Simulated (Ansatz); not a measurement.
A series of calculations on C2H7NOSi

Part 1: Relaxation

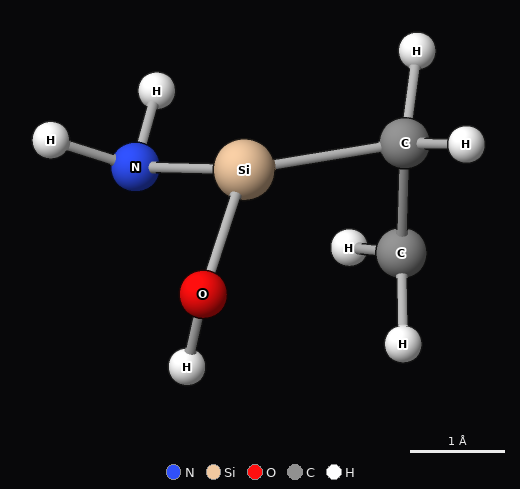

This is the input geometry for a relaxation of C$_{2}$H$_{7}$NOSi. Style: ball-and-stick. Shown at a tilt.

The run prepares an end point of a later path (torsion) calculation, from a guessed geometry.

Computed with RKS B3LYP/def2-SVP in Ansatz 0.2.0.

Input file:
```yaml
crystal:
  periodic: [false, false, false]
  atoms:
    - { symbol: "N", position_ang: [-1.4219, -0.2822, 0.9094] }
    - { symbol: Si, position_ang: [0.1403, 0.252, 0.8172] }
    - { symbol: O, position_ang: [0.9355, -1.0171, 1.4493] }
    - { symbol: C, position_ang: [0.7547, 1.0417, -0.6555] }
    - { symbol: C, position_ang: [0.4178, -0.1907, -1.4415] }
    - { symbol: H, position_ang: [-1.7645, -0.271, 1.868] }
    - { symbol: H, position_ang: [-2.038, 0.4602, 0.4581] }
    - { symbol: H, position_ang: [0.7172, -1.8647, 1.1221] }
    - { symbol: H, position_ang: [0.1217, 1.9298, -0.9251] }
    - { symbol: H, position_ang: [1.7245, 1.3643, -0.6338] }
    - { symbol: H, position_ang: [-0.6188, -0.4576, -1.6297] }
    - { symbol: H, position_ang: [1.1085, -1.02, -1.3045] }
basis:
  gaussian: { orbitals: def2-SVP }
hamiltonian:
  xc: b3lyp
relax:
  f_tol: 0.015
  max_steps: 40
output:
  orbitals: {}
```

Run as
```bash
ansatz run input.yaml --threads 2 --pin off --max-ram 3072MiB --backend cpu --events-out ev --progress --plain --runs-dir out
```

Q: What does the optimiser find from here?

A: After 14 accepted moves (16 points after the start) the energy has fallen by 2.464 eV. Largest force component: 4.7 eV/Å at the start, 0.0072 eV/Å at the end. The line search rejected the trial steps at points 9, 11 of the run. The largest move after the best rigid fit is that of H7, 0.76 Å. Largest moves by element: H 0.76 Å, Si 0.60 Å, N 0.24 Å, O 0.18 Å, C 0.16 Å. Near-neighbour distances that change, for instance: Si2–C5 2.318 → 1.838 Å, C4–C5 1.500 → 1.600 Å, C4–H10 1.022 → 1.097 Å, N1–Si2 1.654 → 1.724 Å. New bonds form: Si2–C5 (2.32 → 1.84 Å). Among the angles between lasting bonds that change: Si2–C4–C5 89.5° → 64.3°, Si2–N1–H7 107.3° → 119.2°, Si2–C4–H9 110.8° → 121.3°.

Final geometry:

```xyz
12

N    -1.5494   -0.2371    1.1075
Si    0.0482   -0.2166    0.4603
O     1.1110   -0.9977    1.4779
C     0.8053    1.0820   -0.5906
C     0.2856   -0.2199   -1.3620
H    -1.7681    0.2656    1.9635
H    -2.3415   -0.2408    0.4726
H     0.7940   -1.8449    1.8162
H     0.2672    2.0077   -0.8298
H     1.8925    1.2283   -0.6027
H    -0.5443   -0.0532   -2.0612
H     1.0764   -0.8289   -1.8176
```

The end point in the same view:

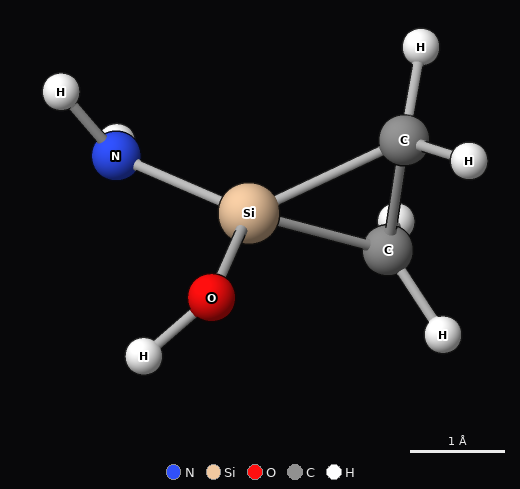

Part 2: Relaxation

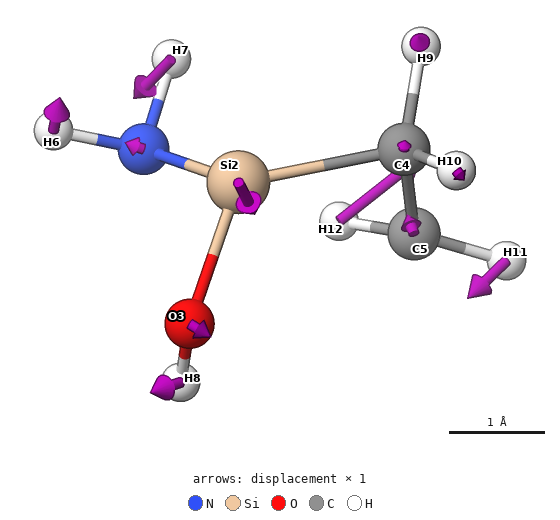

This is a relaxation of C₂H₇NOSi. The starting structure is drawn; purple arrows show the displacements, at their true length. The two geometries are superimposed by the best rigid fit.

A ball-and-stick model, seen at a tilt.

The run prepares an end point of a later path (torsion) calculation, from a guessed geometry.

Level of theory: RKS B3LYP/def2-SVP (Ansatz). Settings: no spin polarisation; force threshold 0.015 eV/Å; at most 40 steps.

What did the optimiser do to the structure, and how much energy did it gain?

Answer. An H atom moves most after the best rigid fit: 1.16 Å. Largest moves by element: H 1.16 Å, Si 0.63 Å, O 0.28 Å, C 0.25 Å, N 0.22 Å. Among the contacts that change: C–Si 2.318 → 1.838 Å, C–C 1.500 → 1.600 Å, C–H 1.022 → 1.097 Å, N–Si 1.654 → 1.724 Å. New bonds form: C–Si (2.32 → 1.84 Å). Bond angles that change, for instance: Si–C–C 89.5° → 64.3°, Si–N–H 107.3° → 119.2°, Si–C–H 110.8° → 121.1°. Groups turn about C–C by about 60°. Over 16 accepted moves (18 points after the start) the energy falls by 3.552 eV. Largest force component: 4.3 eV/Å at the start, 0.0068 eV/Å at the end. The line search rejected the trial steps at points 12, 14 of the run. The run took 59 s on 2 threads of Arm Neoverse V1, on a shared host, peak memory 0.24 GiB.

Part 3: Path

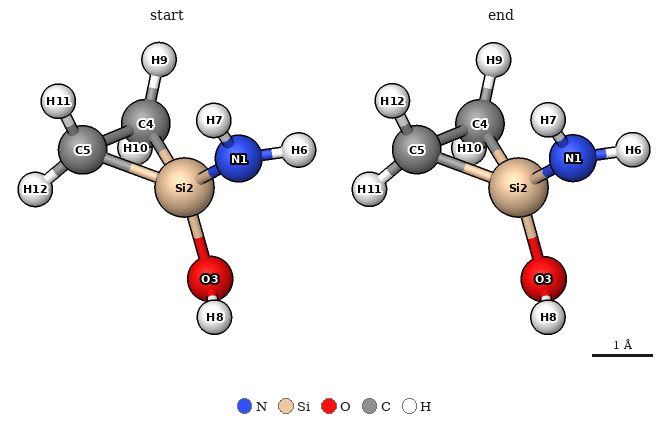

The two relaxed end points of a path for C₂H₇NOSi. Style: ball-and-stick. Shown from a free direction.

Method: Ansatz 0.2.0, RKS B3LYP/def2-SVP.

The input:
```yaml
crystal:
  periodic: [false, false, false]
  atoms:
    - { symbol: "N", position_ang: [-1.549447, -0.230434, 1.10879] }
    - { symbol: Si, position_ang: [0.04745, -0.21807, 0.45968] }
    - { symbol: O, position_ang: [1.106694, -1.00828, 1.473952] }
    - { symbol: C, position_ang: [0.811229, 1.078654, -0.588775] }
    - { symbol: C, position_ang: [0.282638, -0.218006, -1.36288] }
    - { symbol: H, position_ang: [-1.764029, 0.271344, 1.966317] }
    - { symbol: H, position_ang: [-2.342313, -0.227611, 0.474849] }
    - { symbol: H, position_ang: [0.784898, -1.854442, 1.810412] }
    - { symbol: H, position_ang: [0.278577, 2.008254, -0.824863] }
    - { symbol: H, position_ang: [1.899259, 1.218298, -0.60175] }
    - { symbol: H, position_ang: [-0.547064, -0.044359, -2.060687] }
    - { symbol: H, position_ang: [1.069109, -0.83065, -1.821045] }
basis:
  gaussian: { orbitals: def2-SVP }
hamiltonian:
  xc: b3lyp
neb:
  order_check: false
  images: 7
  f_tol: 0.05
  max_iterations: 60
  initial_path: idpp
  final_atoms:
    - { symbol: "N", position_ang: [-1.54955837, -0.22897127, 1.10886851] }
    - { symbol: Si, position_ang: [0.04737639, -0.21881249, 0.46009724] }
    - { symbol: O, position_ang: [1.1061026, -1.0108768, 1.47287716] }
    - { symbol: C, position_ang: [0.81035667, 1.07852689, -0.58820311] }
    - { symbol: C, position_ang: [0.28344695, -0.21843322, -1.36243713] }
    - { symbol: H, position_ang: [-1.76342437, 0.27612225, 1.96474161] }
    - { symbol: H, position_ang: [-2.34198752, -0.22624397, 0.47430122] }
    - { symbol: H, position_ang: [0.78534748, -1.85726232, 1.80987913] }
    - { symbol: H, position_ang: [0.27366966, 2.00654259, -0.8214934] }
    - { symbol: H, position_ang: [1.89782639, 1.22198803, -0.60439339] }
    - { symbol: H, position_ang: [1.07205269, -0.83093279, -1.81716192] }
    - { symbol: H, position_ang: [-0.54420757, -0.04694888, -2.06307592] }
```

Run as
```bash
ansatz run input.yaml --threads 2 --pin off --max-ram 3072MiB --backend cpu --events-out ev --progress --plain --runs-dir out
```

Q: What barrier does the band find between them, and by what path?

A: The two ends have the same energy, and the highest point, image 4, lies 234.4 kJ/mol above the start. The motion is a rotation about the C4–C5 bond. No bond forms or breaks between the ends. Bond angles that change up to the highest image, for instance: Si2–C5–H11 122.3° → 59.4°, Si2–C5–H12 120.4° → 138.4°. The band is converged. At the top, the vibrational analysis gives one imaginary mode (806i cm⁻¹), as a transition state must have.

Energies of the converged images:

```json
{"image": "0", "path (Å)": "0.00", "E (kJ/mol)": "0.0"}
{"image": "1", "path (Å)": "0.58", "E (kJ/mol)": "7.7"}
{"image": "2", "path (Å)": "1.16", "E (kJ/mol)": "46.5"}
{"image": "3", "path (Å)": "1.75", "E (kJ/mol)": "159.5"}
{"image": "4", "path (Å)": "2.33", "E (kJ/mol)": "234.4"}
{"image": "5", "path (Å)": "2.98", "E (kJ/mol)": "174.3"}
{"image": "6", "path (Å)": "3.63", "E (kJ/mol)": "66.5"}
{"image": "7", "path (Å)": "4.28", "E (kJ/mol)": "9.4"}
{"image": "8", "path (Å)": "4.93", "E (kJ/mol)": "0.0"}
```

The geometry at the top of the path:

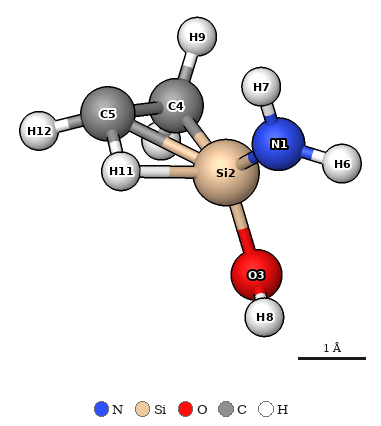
